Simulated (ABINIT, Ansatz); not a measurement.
**ZrPbO3 (Pm-3m): modes at Γ and the response to a field**

Aim: the zone-centre modes of ZrPbO3 (Pm-3m).

Calculated with ABINIT 10.8.3; DFT LDA, scalar-relativistic, plane waves, PseudoDojo norm-conserving pseudopotentials.

## Step 1: The structure

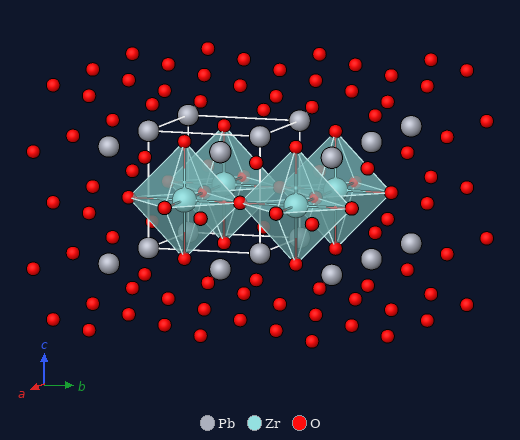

The starting structure, seen slightly off an axis (lead light grey, zirconium light teal, oxygen red). 2×2×1 cells are drawn. Some periodic images of atoms are drawn too.

As a file:

```cif
data_structure
_symmetry_space_group_name_H-M 'P 1'
_symmetry_Int_Tables_number 1
_cell_length_a 4.1080
_cell_length_b 4.1080
_cell_length_c 4.1080
_cell_angle_alpha 90.000
_cell_angle_beta 90.000
_cell_angle_gamma 90.000
_cell_volume 69.33
loop_
_atom_site_label
_atom_site_type_symbol
_atom_site_fract_x
_atom_site_fract_y
_atom_site_fract_z
_atom_site_occupancy
Pb1 Pb 0.00000 0.00000 0.00000 1
Zr2 Zr 0.50000 0.50000 0.50000 1
O3 O 0.50000 0.50000 0.00000 1
O4 O 0.50000 0.00000 0.50000 1
O5 O 0.00000 0.50000 0.50000 1
```

## Step 2: Relaxing the cell and atoms

The harmonic expansion needs vanishing forces, and a free crystal bears no stress, so cell and atoms are brought to rest. Stress is more sensitive to the basis than forces are: the last 3 Ha under the cutoff are smoothed with ecutsm, and the cutoff is raised above that of the later runs.

The starting cell comes from a relaxation made beforehand in Ansatz (LDA, PseudoDojo NC).

File relax.abi:

```
# relaxation
ionmov 2
optcell 2
dilatmx 1.08
ntime 40
tolmxf 1.0d-05
tolvrs 1.0d-14
prtwf 0
prtden 0
chksymtnons 0

# basis, mesh and filling
ecut 44.0
ecutsm 3.0
ngkpt 6 6 6
nshiftk 1
shiftk 0.0 0.0 0.0
istwfk *1
occopt 1
nband 22
nstep 100
diemac 9.0
prtebands 0
prtgsr 0
useylm 1

# cell and atoms
acell 7.763039956 7.763039956 7.763039956
rprim 
    1.0 0.0 0.0
    0.0 1.0 0.0
    0.0 0.0 1.0
ntypat 3
znucl 82 40 8
natom 5
typat 1 2 3 3 3
xred 
    0.0 0.0 0.0
    0.5 0.5 0.5
    0.5 0.5 0.0
    0.5 0.0 0.5
    0.0 0.5 0.5
pp_dirpath "./pseudo"
pseudos "Pb.upf, Zr.upf, O.upf"
```

Launch:

```bash
> OMP_NUM_THREADS=1 mpirun -n 4 abinit relax.abi > relax.log
```

Numbers of over 12 decimals in the logs are rounded to 6 here.

relax.abo, the main output file:

```text
[banners, grids, parts of the stress and lines that vanish by symmetry left out]
- input  file    -> relax.abi
- output file    -> relax.abo
- root for input  files -> relaxi
[...]
Symmetries : space group Pm -3 m (#221); Bravais cP (primitive cubic)
[...]
mpw =        8260          nfft =      157464          nkpt =          20
[...]
== DATASET  1 ==================================================================
[...]
cutoff_energies: {ecut:  44.0, pawecutdg:  -1.0, }
[...]
ETOT  1  -169.58811151266    -1.696E+02 3.757E-01 1.134E+03
 ETOT  2  -170.64443364850    -1.056E+00 2.679E-01 1.168E+02
 ETOT  3  -170.65155195878    -7.118E-03 9.853E-03 1.979E+02
 ETOT  4  -170.66829182014    -1.674E-02 1.205E-03 1.042E+02
 ETOT  5  -170.68431222847    -1.602E-02 1.690E-04 1.539E+00
[...]
At SCF step   21       vres2   =  2.88E-16 < tolvrs=  1.00E-14 =>converged.
[...]
sigma(1 1)=  6.21101169E-07  sigma(3 2)=  0.00000000E+00
  sigma(2 2)=  6.21101169E-07  sigma(3 1)=  0.00000000E+00
  sigma(3 3)=  6.21101169E-07  sigma(2 1)=  0.00000000E+00
[...]
convergence: {deltae:  1.165E-12, res2:  2.881E-16, residm:  1.003E-15, diffor: null, }
etotal    :  -1.70684718E+02
[...]
ETOT  1  -170.68471773132    -1.707E+02 3.207E-10 7.062E-04
[...]
At SCF step   10       vres2   =  7.75E-15 < tolvrs=  1.00E-14 =>converged.
[...]
sigma(1 1)=  2.76683231E-07  sigma(3 2)=  0.00000000E+00
  sigma(2 2)=  2.76683231E-07  sigma(3 1)=  0.00000000E+00
  sigma(3 3)=  2.76683231E-07  sigma(2 1)=  0.00000000E+00
[...]
convergence: {deltae:  1.336E-11, res2:  7.749E-15, residm:  7.133E-18, diffor: null, }
etotal    :  -1.70684718E+02
[...]
ETOT  1  -170.68471776418    -1.707E+02 2.972E-10 4.557E-04
[...]
ETOT  9  -170.68471781908    -6.594E-12 3.121E-17 7.696E-13
 ETOT 10  -170.68471781907     4.974E-12 2.724E-18 4.985E-15
 At SCF step   10       vres2   =  4.98E-15 < tolvrs=  1.00E-14 =>converged.
[...]
sigma(1 1)= -4.61562698E-11  sigma(3 2)=  0.00000000E+00
  sigma(2 2)= -4.61562767E-11  sigma(3 1)=  0.00000000E+00
  sigma(3 3)= -4.61562837E-11  sigma(2 1)=  0.00000000E+00
[...]
convergence: {deltae:  4.974E-12, res2:  4.985E-15, residm:  2.724E-18, diffor: null, }
etotal    :  -1.70684718E+02
[...]
At Broyd/MD step   3, gradients are converged :
[...]
sigma(1 1)= -4.61562698E-11  sigma(3 2)=  0.00000000E+00
  sigma(2 2)= -4.61562767E-11  sigma(3 1)=  0.00000000E+00
  sigma(3 3)= -4.61562837E-11  sigma(2 1)=  0.00000000E+00
[...]
- sigma(1 1)= -1.35796434E-06  sigma(3 2)=  0.00000000E+00
- sigma(2 2)= -1.35796454E-06  sigma(3 1)=  0.00000000E+00
- sigma(3 3)= -1.35796475E-06  sigma(2 1)=  0.00000000E+00
[...]
fcart     -0.0000000000E+00 -0.0000000000E+00 -0.0000000000E+00
           strten     -4.6156269778E-11 -4.6156276717E-11 -4.6156283656E-11
================================================================================

[key lines of the parts left out:]
pressure_GPa:   1.3580E-06
Total energy (etotal) [Ha]= -1.70684717819070E+02
```

The job ended after 5.3 min (4 MPI ranks of Intel Xeon Platinum 8259CL at 2.50GHz (Skylake/Cascade Lake), shared host; 21 min of CPU time).

Little changed from the start: no atom moved by 0.005 Å and no cell edge by 0.1 %.

Numbers from this step:

- volume per atom: 13.86 Å³
- pressure: 1.36e-6 GPa

## Step 3: Ground state

First-order wavefunctions inherit every error of the ground state, hence the very tight tolvrs.

File gs.abi:

```
# ground state
tolvrs 1.0d-16
prtden 1
prtwf 1

# basis, mesh and filling
ecut 36.0
ngkpt 6 6 6
nshiftk 1
shiftk 0.0 0.0 0.0
istwfk *1
occopt 1
nband 22
nstep 100
diemac 9.0
prtebands 0
prtgsr 0
useylm 1

# cell and atoms
acell 7.762779117 7.762779117 7.762779117
rprim 
    1.0 0.0 0.0
    0.0 1.0 0.0
    0.0 0.0 1.0
ntypat 3
znucl 82 40 8
natom 5
typat 1 2 3 3 3
xred 
    0.0 0.0 0.0
    0.5 0.5 0.5
    0.5 0.5 0.0
    0.5 0.0 0.5
    0.0 0.5 0.5
pp_dirpath "./pseudo"
pseudos "Pb.upf, Zr.upf, O.upf"
```

Launch:

```bash
> OMP_NUM_THREADS=1 mpirun -n 4 abinit gs.abi > gs.log
```

gs.abo, the main output file:

```text
[banners, grids, parts of the stress and lines that vanish by symmetry left out]
- input  file    -> gs.abi
- output file    -> gs.abo
- root for input  files -> gsi
[...]
Symmetries : space group Pm -3 m (#221); Bravais cP (primitive cubic)
[...]
mpw =        4853          nfft =       91125          nkpt =          20
[...]
== DATASET  1 ==================================================================
[...]
cutoff_energies: {ecut:  36.0, pawecutdg:  -1.0, }
[...]
ETOT  1  -169.53159294691    -1.695E+02 2.524E-01 6.627E+02
 ETOT  2  -170.65042459132    -1.119E+00 1.703E-01 4.818E+01
 ETOT  3  -170.65510368548    -4.679E-03 1.317E-02 9.696E+01
 ETOT  4  -170.67064656006    -1.554E-02 9.246E-04 4.573E+01
 ETOT  5  -170.68298639103    -1.234E-02 8.974E-05 1.824E+00
[...]
ETOT 20  -170.68364865913    -5.770E-12 6.625E-16 2.057E-16
 ETOT 21  -170.68364865913     4.434E-12 2.166E-16 7.426E-18
 At SCF step   21       vres2   =  7.43E-18 < tolvrs=  1.00E-16 =>converged.
[...]
sigma(1 1)=  2.75836317E-05  sigma(3 2)=  0.00000000E+00
  sigma(2 2)=  2.75836317E-05  sigma(3 1)=  0.00000000E+00
  sigma(3 3)=  2.75836317E-05  sigma(2 1)=  0.00000000E+00
[...]
convergence: {deltae:  4.434E-12, res2:  7.426E-18, residm:  2.166E-16, diffor: null, }
etotal    :  -1.70683649E+02
[...]
sigma(1 1)=  2.75836317E-05  sigma(3 2)=  0.00000000E+00
  sigma(2 2)=  2.75836317E-05  sigma(3 1)=  0.00000000E+00
  sigma(3 3)=  2.75836317E-05  sigma(2 1)=  0.00000000E+00
[...]
- sigma(1 1)=  8.11538463E-01  sigma(3 2)=  0.00000000E+00
- sigma(2 2)=  8.11538463E-01  sigma(3 1)=  0.00000000E+00
- sigma(3 3)=  8.11538463E-01  sigma(2 1)=  0.00000000E+00
[...]
fcart     -0.0000000000E+00 -0.0000000000E+00 -0.0000000000E+00
           strten      2.7583631715E-05  2.7583631715E-05  2.7583631715E-05
================================================================================

[key lines of the parts left out:]
pressure_GPa:  -8.1154E-01
```

Elapsed: 86 s, on 4 MPI ranks.

This step gave:

| Quantity | Value |
| --- | --- |
| pressure | -0.8115 GPa |

The cell stands at -0.81 GPa: the relaxation ran with a smoothed and higher cutoff, and the difference is a stress of the finite basis.

## Step 4: The gap at rest

Empty bands on the ground state's density check that the gap assumed so far is there in this cell.

File gap.abi:

```
# empty bands on the ground state's density
iscf -2
getden_filepath "gso_DEN"
tolwfr 1.0d-12
nbdbuf 2
prtwf 0

# basis, mesh and filling
ecut 36.0
ngkpt 6 6 6
nshiftk 1
shiftk 0.0 0.0 0.0
istwfk *1
occopt 1
nband 26
nstep 100
diemac 9.0
prtebands 0
prtgsr 0
useylm 1

# cell and atoms
acell 7.762779117 7.762779117 7.762779117
rprim 
    1.0 0.0 0.0
    0.0 1.0 0.0
    0.0 0.0 1.0
ntypat 3
znucl 82 40 8
natom 5
typat 1 2 3 3 3
xred 
    0.0 0.0 0.0
    0.5 0.5 0.5
    0.5 0.5 0.0
    0.5 0.0 0.5
    0.0 0.5 0.5
pp_dirpath "./pseudo"
pseudos "Pb.upf, Zr.upf, O.upf"
```

Launch:

```bash
> OMP_NUM_THREADS=1 mpirun -n 4 abinit gap.abi > gap.log
```

gap.abo, the main output file:

```text
[banners, grids, parts of the stress and lines that vanish by symmetry left out]
- input  file    -> gap.abi
- output file    -> gap.abo
- root for input  files -> gapi
[...]
Symmetries : space group Pm -3 m (#221); Bravais cP (primitive cubic)
[...]
mpw =        4853          nfft =       91125          nkpt =          20
[...]
== DATASET  1 ==================================================================
[...]
cutoff_energies: {ecut:  36.0, pawecutdg:  -1.0, }
[...]
-outvars: echo values of variables after computation
            acell      7.7627791170E+00  7.7627791170E+00  7.7627791170E+00 Bohr
================================================================================
```

Wall time 55 s (4 MPI ranks); 3.6 min of CPU time.

Read from the output:

```
gap on the k-mesh : 2.372 eV
```

In this cell the gap on the mesh is 2.4 eV, direct, so fixed occupations hold.

## Step 5: Linear response at Γ

The derivative of the wavefunctions by k comes first, since the response to a field is built on it; then the field and the displacements that symmetry doesn't supply are solved at q = 0.

It reads the wavefunctions written in step 3.

File dfpt_gamma.abi:

```
ndtset 2

# common to the responses
getwfk_filepath "gso_WFK"
kptopt 2
nqpt 1
qpt 0.0 0.0 0.0
asr 0
chneut 0

# d/dk
rfelfd1 2
rfdir1 1 1 1
iscf1 -3
tolwfr1 1.0d-20

# displacements, field
rfphon2 1
rfatpol2 1 5
rfdir2 1 1 1
rfelfd2 3
getddk2 1
tolvrs2 1.0d-10
prtwf2 0

# basis, mesh and filling
ecut 36.0
ngkpt 6 6 6
nshiftk 1
shiftk 0.0 0.0 0.0
istwfk *1
occopt 1
nband 22
nstep 100
diemac 9.0
prtebands 0
prtgsr 0
useylm 1

# cell and atoms
acell 7.762779117 7.762779117 7.762779117
rprim 
    1.0 0.0 0.0
    0.0 1.0 0.0
    0.0 0.0 1.0
ntypat 3
znucl 82 40 8
natom 5
typat 1 2 3 3 3
xred 
    0.0 0.0 0.0
    0.5 0.5 0.5
    0.5 0.5 0.0
    0.5 0.0 0.5
    0.0 0.5 0.5
pp_dirpath "./pseudo"
pseudos "Pb.upf, Zr.upf, O.upf"
```

Launch:

```bash
> OMP_NUM_THREADS=1 mpirun -n 4 abinit dfpt_gamma.abi > dfpt_gamma.log
```

dfpt_gamma.abo, the main output file:

```text
[banners, grids, parts of the stress and lines that vanish by symmetry left out]
- input  file    -> dfpt_gamma.abi
- output file    -> dfpt_gamma.abo
- root for input  files -> dfpt_gammai
[...]
DATASET    1 : space group Pm -3 m (#221); Bravais cP (primitive cubic)
[...]
nfft =       91125          nkpt =         112
[...]
DATASET    2 : space group Pm -3 m (#221); Bravais cP (primitive cubic)
[...]
nfft =       91125          nkpt =         112
[...]
== DATASET  1 ==================================================================
[...]
cutoff_energies: {ecut:  36.0, pawecutdg:  -1.0, }
[...]
-  8.00000   6.00000  201201                  znucl, zion, pspdat
[...]
Perturbation : derivative vs k along direction   1
[...]
-ETOT  1  -41.359460298244     -4.136E+01 7.338E-01 0.000E+00
 ETOT  2  -41.677726499016     -3.183E-01 5.489E-02 0.000E+00
 ETOT  3  -41.692609954217     -1.488E-02 2.165E-03 0.000E+00
 ETOT  4  -41.693637534835     -1.028E-03 5.292E-04 0.000E+00
 ETOT  5  -41.693720337705     -8.280E-05 1.912E-05 0.000E+00
[...]
At SCF step   23   max residual=  9.98E-21 < tolwfr=  1.00E-20 =>converged.
[...]
Perturbation : derivative vs k along direction   2
[...]
-ETOT  1  -41.358344881301     -4.136E+01 7.338E-01 0.000E+00
[...]
At SCF step   25   max residual=  9.98E-21 < tolwfr=  1.00E-20 =>converged.
[...]
Perturbation : derivative vs k along direction   3
[...]
-ETOT  1  -41.359460501883     -4.136E+01 7.338E-01 0.000E+00
[...]
At SCF step   25   max residual=  9.98E-21 < tolwfr=  1.00E-20 =>converged.
[...]
1        1       0.8828317481    0.0000000000
     1        2       0.0000000000    0.0000000000
     1        3       0.0000000000    0.0000000000
     2        1       0.0000000000    0.0000000000
     2        2       0.8828317481    0.0000000000
     2        3       0.0000000000    0.0000000000
     3        1       0.0000000000    0.0000000000
     3        2       0.0000000000    0.0000000000
     3        3       0.8828317481    0.0000000000
[...]
== DATASET  2 ==================================================================
[...]
cutoff_energies: {ecut:  36.0, pawecutdg:  -1.0, }
[...]
Perturbation : displacement of atom   1   along direction   1
[...]
-ETOT  1   2.891492     -1.141E+04 1.755E+01 6.621E+02
[...]
At SCF step   12       vres2   =  1.72E-11 < tolvrs=  1.00E-10 =>converged.
[...]
Perturbation : displacement of atom   2   along direction   1
[...]
-ETOT  1   9.978493     -2.608E+03 1.224E+01 1.200E+03
[...]
At SCF step   13       vres2   =  2.11E-11 < tolvrs=  1.00E-10 =>converged.
[...]
Perturbation : displacement of atom   3   along direction   1
[...]
-ETOT  1   5.712383     -3.577E+03 2.657E+00 6.036E+03
[...]
At SCF step   14       vres2   =  1.35E-11 < tolvrs=  1.00E-10 =>converged.
[...]
Perturbation : displacement of atom   3   along direction   3
[...]
-ETOT  1   19.751421813398     -3.717E+03 5.183E+00 1.153E+04
[...]
At SCF step   13       vres2   =  1.20E-11 < tolvrs=  1.00E-10 =>converged.
[...]
Perturbation : homogeneous electric field along direction   1
[...]
-ETOT  1  -130.34033775383     -1.303E+02 7.868E+00 2.873E+04
[...]
ETOT 13  -144.89130953165     -2.603E-11 6.539E-11 7.788E-10
 ETOT 14  -144.89130953165     -3.837E-12 1.133E-11 9.930E-11
 At SCF step   14       vres2   =  9.93E-11 < tolvrs=  1.00E-10 =>converged.
[...]
Dielectric tensor, in cartesian coordinates,
[...]
1    7   1    7         6.9412144562        -0.0000000000
   1    7   2    7        -0.0000000000        -0.0000000000
   1    7   3    7        -0.0000000000        -0.0000000000
   2    7   1    7        -0.0000000000        -0.0000000000
   2    7   2    7         6.9412144562        -0.0000000000
   2    7   3    7        -0.0000000000        -0.0000000000
   3    7   1    7        -0.0000000000        -0.0000000000
   3    7   2    7        -0.0000000000        -0.0000000000
   3    7   3    7         6.9412144562        -0.0000000000
  Effective charges, in cartesian coordinates,
[...]
1    1   1    7         3.9016706036         0.0000000000
   2    1   1    7         0.0000000000         0.0000000000
   3    1   1    7         0.0000000000         0.0000000000
   1    2   1    7         5.9246222344         0.0000000000
   2    2   1    7         0.0000000000         0.0000000000
[...]
Effective charges, in cartesian coordinates,
[...]
2    7   1    5         0.0000000000         0.0000000000
   3    7   1    5         0.0000000000         0.0000000000
   1    7   2    5         0.0000000000         0.0000000000
   2    7   2    5        -2.4841041054         0.0000000000
   3    7   2    5         0.0000000000         0.0000000000
   1    7   3    5         0.0000000000         0.0000000000
   2    7   3    5         0.0000000000         0.0000000000
   3    7   3    5        -2.4841041054         0.0000000000
  Phonon wavevector (reduced coordinates) :  0.00000  0.00000  0.00000
 Phonon energies in Hartree :
[...]
Phonon frequencies in cm-1    :
- -1.416875E+02 -1.416875E+02 -1.416875E+02  1.577215E+00  1.577215E+00
-  1.577215E+00  3.012634E+01  3.012634E+01  3.012634E+01  1.530368E+02
-  1.530368E+02  1.530368E+02  5.779457E+02  5.779457E+02  5.779457E+02
  Phonon at Gamma, with non-analyticity in the
[...]
Phonon energies in Hartree :
[...]
Phonon frequencies in cm-1    :
- -1.416875E+02 -1.416875E+02  1.558189E+00  1.577215E+00  1.577215E+00
-  3.012634E+01  3.012634E+01  3.012634E+01  8.657006E+01  1.530368E+02
-  1.530368E+02  3.200598E+02  5.779457E+02  5.779457E+02  7.107063E+02
  Phonon at Gamma, with non-analyticity in the
[...]
Phonon energies in Hartree :
[...]
Phonon frequencies in cm-1    :
- -1.416875E+02 -1.416875E+02  1.558189E+00  1.577215E+00  1.577215E+00
-  3.012634E+01  3.012634E+01  3.012634E+01  8.657006E+01  1.530368E+02
-  1.530368E+02  3.200598E+02  5.779457E+02  5.779457E+02  7.107063E+02
  Phonon at Gamma, with non-analyticity in the
[...]
Phonon energies in Hartree :
[...]
Phonon frequencies in cm-1    :
- -1.416875E+02 -1.416875E+02  1.558189E+00  1.577215E+00  1.577215E+00
-  3.012634E+01  3.012634E+01  3.012634E+01  8.657006E+01  1.530368E+02
-  1.530368E+02  3.200598E+02  5.779457E+02  5.779457E+02  7.107063E+02
[...]
fcart2     0.0000000000E+00  0.0000000000E+00  0.0000000000E+00
           strten2     0.0000000000E+00  0.0000000000E+00  0.0000000000E+00
================================================================================
```

Elapsed: 32 min, on 4 MPI ranks; 2.1 h of CPU time.

This step gave:

```
miss of the charge sum rule                                       : 0.01715 e
largest acoustic frequency at the zone centre before the sum rule : 1.58 cm⁻¹
highest optical zone-centre mode (no LO-TO term)                  : 578.0 cm⁻¹
lowest optical zone-centre mode                                   : -141.7 cm⁻¹
mean high-frequency dielectric constant                           : 6.941
largest Born charge in size (third of the trace)                  : 5.925 e
```

Born charge (rows field, columns displacement), before the sum rule (e), principal values of the symmetric part by kind of site:

```tsv
atom	atoms with these values	low	middle	high	mean
Pb1	1	3.90	3.90	3.90	3.90
Zr2	1	5.92	5.92	5.92	5.92
O3	3	-4.88	-2.48	-2.48	-3.28
```

In full for O3:

```
-2.48  0.00  0.00
 0.00 -2.48  0.00
 0.00  0.00 -4.88
```

High-frequency dielectric tensor:

```
6.94 0.00 0.00
0.00 6.94 0.00
0.00 0.00 6.94
```

The acoustic modes at Γ come out as far as 1.6 cm⁻¹ from zero, where they should vanish, a small numerical error; the Born charges miss their sum rule by 0.017 e, which is good. The lowest optical mode is imaginary, 142i cm⁻¹, an instability at this level and on this k mesh.

(Continued in part 2 of 3.)

[Host names and launcher messages were left out of these logs when they were recorded.]

[Logs are printed without paths, hosts, clocks, repeated set-up lines and the standing remarks that a program may print on its own settings, such as how far it seeks lower states.]

[Hosts, paths, dates, database ids (printed as entryN), source tags and the programs' standing remarks are cut or masked in the printed files.]
